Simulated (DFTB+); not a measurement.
**Run report: C₂H₈AsGaO, geometry relaxation (part 3 of 3)**

C₂H₈AsGaO; GFN1-xTB, R-SCC, dispersion built in (DFTB+ 25.1). The geometry comes from this level: GFN2-xTB. The settings are looser than a standard set-up, so the numbers are not reference values.

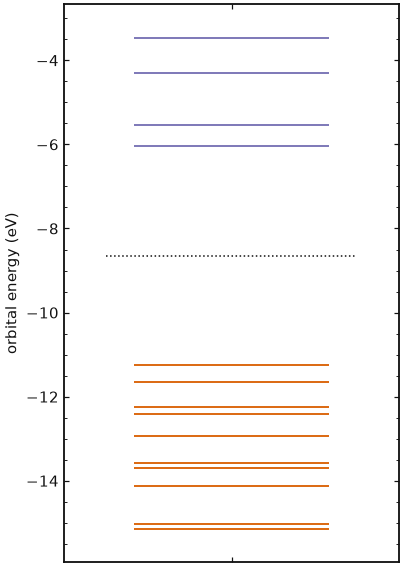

*Orbital energies near the frontier; the dotted line parts filled from empty levels, and levels within 0.02 eV of each other stand side by side.*

Highest filled −11.26 eV, lowest empty −6.03 eV, 5.23 eV apart.

The run was set up as follows.

Input file (dftb_in.hsd)
```
Geometry = GenFormat {
  <<< "start.gen"
}
Driver = GeometryOptimisation {
  Optimiser = Rational {}
  MaxSteps = 200
  Convergence {
    GradElem = 0.003
  }
  AppendGeometries = Yes
}
Hamiltonian = xTB {
  Method = "GFN1-xTB"
  SCCTolerance = 1e-08
}
Analysis {
  PrintForces = Yes
}
Options {
  WriteResultsTag = Yes
}
ParserOptions {
  ParserVersion = 14
}
```

File start.gen
```
13 C
C As Ga O H
   1  1     -0.791970      0.991080      0.541280
   2  1     -0.536510     -0.473130      0.900780
   3  2      1.266030     -1.002780      0.269260
   4  3      0.236040      0.358470     -2.107900
   5  4     -0.509520      1.247190     -0.807330
   6  5     -0.151750      1.634410      1.165390
   7  5     -1.839440      1.253230      0.745940
   8  5     -0.652590     -0.629440      1.977420
   9  5     -1.266640     -1.099300      0.373250
  10  5      2.011760     -0.266850      1.351430
  11  5      1.315470     -2.256680      1.112660
  12  5     -0.417610     -0.920180     -2.704650
  13  5      1.336730      1.163980     -2.817540
```

Launched with:
```bash
dftb+ > output.log
```

Results in brief

| quantity | value |
| --- | --- |
| outcome | converged |
| Mermin free energy | −16.961841 hartree |
| basis functions | 46 |
| largest force | 0.193 eV/Å |
| HOMO | −11.26 eV |
| LUMO | −6.03 eV |
| dipole moment | 4.03 D |
| hardware | 1 thread of AMD EPYC (Zen 5), 16 GiB of memory available, shared host |
| peak memory | 0.071 GiB |

Remarks

Settings chosen away from the usual ones: gtol. These settings are looser than, or depart from, a standard set-up, so the numbers are not reference values for this system.
